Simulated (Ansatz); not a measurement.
ClGaHO (SMILES [O][GaH][Cl]) (doublet)

The calculation's input:

```
crystal:
  periodic: [false, false, false]
  atoms:
    - {symbol: O, position_ang: [-1.739834, -0.117749, -0.212241]}
    - {symbol: Ga, position_ang: [0.030907, 0.144264, -0.061166]}
    - {symbol: Cl, position_ang: [1.050733, -1.557300, 0.708767]}
    - {symbol: H, position_ang: [0.713694, 1.470485, -0.455661]}
basis:
  gaussian: {orbitals: def2-TZVPP}
magnetization: {spin_polarized: true, initial_magnetization: 1}
hamiltonian: {xc: pbe0, dispersion: d4}
output: {orbitals: {seedname: orbitals}}
```

Run with:

```sh
ansatz run in.yaml --threads 2 --pin off --events-out ev --progress --plain --max-ram 22528MiB --backend cpu
```

Geometry: PBE0-D4/def2-TZVP.

All numbers below come from Ansatz, UKS PBE0-D4/def2-TZVPP.

What will maps of the electron density, electron localisation function and spin density show?

Answer. Ga–O (1.80 Å): ρ is about 0.93 e/Å³ halfway; the ELF peaks at about 0.85 in the valence shell of O, 0.6 Å from its nucleus, and is about 0.25 at the midpoint.
Ga–Cl (2.13 Å): ρ is about 0.75 e/Å³ halfway; the ELF peaks at about 0.80 in the valence shell of Cl, 0.8 Å from its nucleus, and is about 0.60 at the midpoint.
Ga–H (1.54 Å): ρ at the midpoint is about 1.1 e/Å³; the ELF climbs to about 1 towards the hydrogen.
The unpaired spin (1 electron) lies mostly on O1 (about 0.9), in electrons by Hirshfeld's partition.

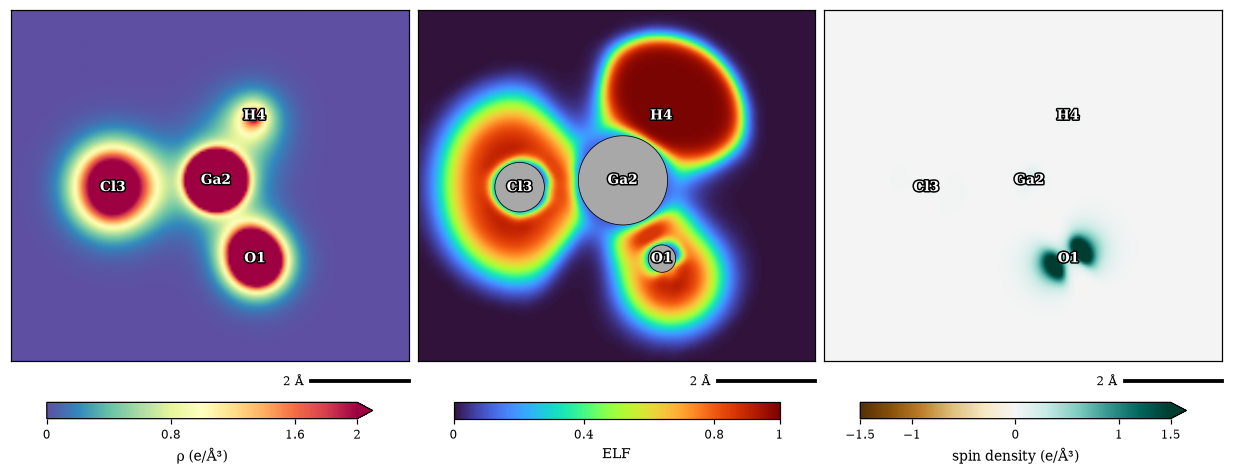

Computed electron density, electron localisation function and spin density on the molecular plane, in this order. Grey discs cover the atomic cores in the ELF map. 
